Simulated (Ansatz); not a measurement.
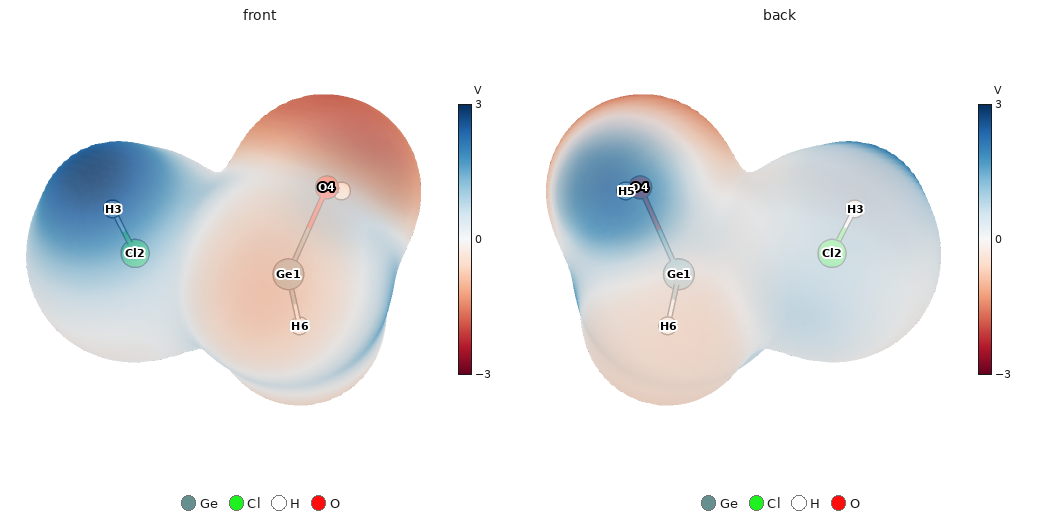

GeH$_{2}$O···HCl. The electrostatic potential painted on the density surface at 0.002 e/bohr³, seen from the front and from behind; the colour scale runs from red (negative) to blue (positive).

Level of theory: RKS PBE0-D4/def2-SVP in Ansatz.

```xyz
6

Ge   -0.0843   -0.2137   -1.0980
Cl    1.3199   -0.2805    1.5061
H     2.2549    0.5067    1.0986
O    -0.9433    1.3262   -0.7628
H    -1.7122    1.2300   -0.1906
H    -1.0991   -1.1757   -0.2845
```

**Where is the surface potential most negative and most positive?**

The most negative region (about −1.8 V, or −42 kcal/mol for a unit charge) lies over O4, the most positive (about +2.8 V, or +65 kcal/mol for a unit charge) over H3. Cl2 shows a σ-hole: about +0.7 V, or +16 kcal/mol for a unit charge at the tip opposite its bond, against about 0.0 V on its flanks. O4 is the likeliest acceptor of a hydrogen bond.
